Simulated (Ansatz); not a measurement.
Consider ClH3Sn.

The calculation's input:

```
crystal:
  periodic: [false, false, false]
  atoms:
    - { symbol: Sn, position_ang: [0.0, 0.0, 0.0] }
    - { symbol: H, position_ang: [0.0, 0.0, 1.74] }
    - { symbol: H, position_ang: [1.6408, 0.0, -0.5794] }
    - { symbol: Cl, position_ang: [-1.1351, 1.9666, -0.8025] }
    - { symbol: H, position_ang: [-0.8195, -1.4198, -0.5794] }
basis:
  gaussian: { orbitals: def2-SVP }
hamiltonian:
  xc: pbe
  dispersion: d4
relax:
  f_tol: 0.02
  max_steps: 40
output:
  orbitals: {}
```

Launched as:

```sh
ansatz run input.yaml --threads 1 --pin off --max-ram 2048MiB --backend cpu --events-out ev --progress --plain --runs-dir out
```

The fields are those of the run's last geometry, not of the input's.

Core potentials replace the inner electrons of Sn.

Computed with RKS PBE-D4/def2-SVP (Ansatz 0.2.0).

Q: What can the converged electron density and electron localisation function tell about the bonding?

A: Sn–Cl (2.38 Å): the density is about 0.51 e/Å³ at the midpoint; the ELF peaks at about 0.80 in the valence shell of Cl, 0.8 Å from its nucleus, and drops to about 0.15 between the two atoms.
Sn–H (1.72 Å): the density is about 1.1 e/Å³ at the midpoint; the ELF climbs to about 1 towards the hydrogen.

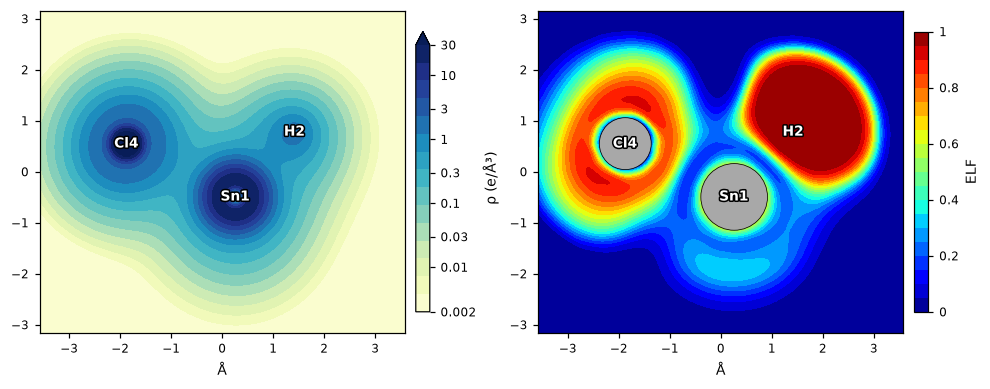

Computed electron density and electron localisation function on the plane of atoms H2, Sn1 and Cl4, in this order. Grey discs cover the atomic cores in the ELF map. 
